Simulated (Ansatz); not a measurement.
# C₂H₈BNSi: a ladder of functionals and wavefunction methods

Aim: compute C₂H₈BNSi with functionals from several rungs and with coupled cluster. The yardstick is the atomisation energy at the CCSD(T) limit.

Computed with Ansatz 0.2.0, Gaussian basis. Level: functionals in def2-TZVPP, the program's frozen cores in correlated methods.

Plan: PBE-D4, r2SCAN-D4, PBE0-D4, B3LYP-D4, ωB97X-V, ωB97M-V, B2PLYP; CCSD(T)/def2-TZVPP; MP2/def2-QZVPP; extrapolation to the limit.

## Step 1: The geometry

The geometry comes from an earlier relaxation with PBE0-D4 in a triple-zeta def2 set; it is a stationary point, not always the lowest conformer.

SMILES `C=C[SiH2]BN`, 13 atoms, charge 0, spin multiplicity 1.

Atoms are counted from 1 here; the program's logs count them from 0.

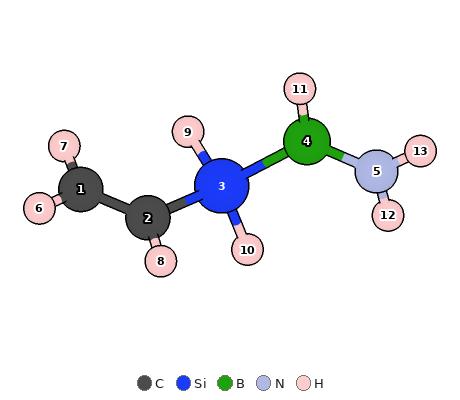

The structure; carbon dark grey, silicon blue, boron green, nitrogen light blue, hydrogen pink; atoms are numbered from 1 in the order of the file.

## Step 2: PBE-D4 (GGA)

in.yaml reads:

```yaml
crystal:
  periodic: [false, false, false]
  atoms:
    - {symbol: C, position_ang: [-1.556481, -0.934090, 1.989505]}
    - {symbol: C, position_ang: [-0.846500, 0.013926, 1.384023]}
    - {symbol: Si, position_ang: [0.648767, -0.325045, 0.317101]}
    - {symbol: B, position_ang: [0.345268, 0.212223, -1.606791]}
    - {symbol: N, position_ang: [1.145976, 1.171695, -2.206908]}
    - {symbol: H, position_ang: [-2.436266, -0.707270, 2.586012]}
    - {symbol: H, position_ang: [-1.286125, -1.983839, 1.915678]}
    - {symbol: H, position_ang: [-1.174833, 1.046572, 1.500674]}
    - {symbol: H, position_ang: [0.952084, -1.782746, 0.427358]}
    - {symbol: H, position_ang: [1.821498, 0.422421, 0.874893]}
    - {symbol: H, position_ang: [-0.528029, -0.273409, -2.271183]}
    - {symbol: H, position_ang: [1.904606, 1.634626, -1.733396]}
    - {symbol: H, position_ang: [1.030335, 1.470133, -3.162165]}
basis:
  gaussian: {orbitals: def2-TZVPP}
hamiltonian: {xc: pbe, dispersion: d4}
output: {forces: true, orbitals: {seedname: orbitals}}
```

Started as:

```sh
> ansatz run in.yaml --threads 4 --pin off --events-out ev --progress --plain --max-ram 10444MiB
```

Further steps of the session: r2SCAN-D4 (meta-GGA); PBE0-D4 (hybrid); B3LYP-D4 (hybrid); ωB97X-V (range-separated); ωB97M-V (range-separated); B2PLYP (double hybrid); CCSD(T) in def2-TZVPP; MP2 in def2-QZVPP.

Q: Predict the results of all the runs planned. Wanted: atomisation energy, CCSD(T)/CBS; farthest; mean size of error, hybrid; mean size of error, range-separated; gap, smallest and largest; T1 diagnostic; triples share of the correlation energy.

The runs gave:

| quantity | value |
| --- | --- |
| atomisation energy, CCSD(T)/CBS | 1155.2 kcal/mol |
| functionals within 5.8 kcal/mol (0.5 %) | r2SCAN-D4 |
| farthest | PBE-D4 (+22.4 kcal/mol) |
| mean size of error, hybrid | 7.2 kcal/mol |
| mean size of error, range-separated | 6.7 kcal/mol |
| gap, smallest and largest | 4.53 eV (PBE-D4), 11.04 eV (ωB97X-V) |
| T1 diagnostic | 0.0132 |
| triples share of the correlation energy | 4.0 % |

**Reading.** PBE-D4 is off by +22.4 kcal/mol. Double hybrids carry the basis error of their MP2 part in triple zeta, and no dispersion term here, so their miss is partly the set-up's. The reference freezes the cores and leaves out relativity and excitations past (T), so misses under about 5.8 kcal/mol can't be ranked. Hartree-Fock recovers 75 % of the binding; the rest is correlation. The gap grows from 4.5 to 11.0 eV across the functionals, mostly with the share of exact exchange.
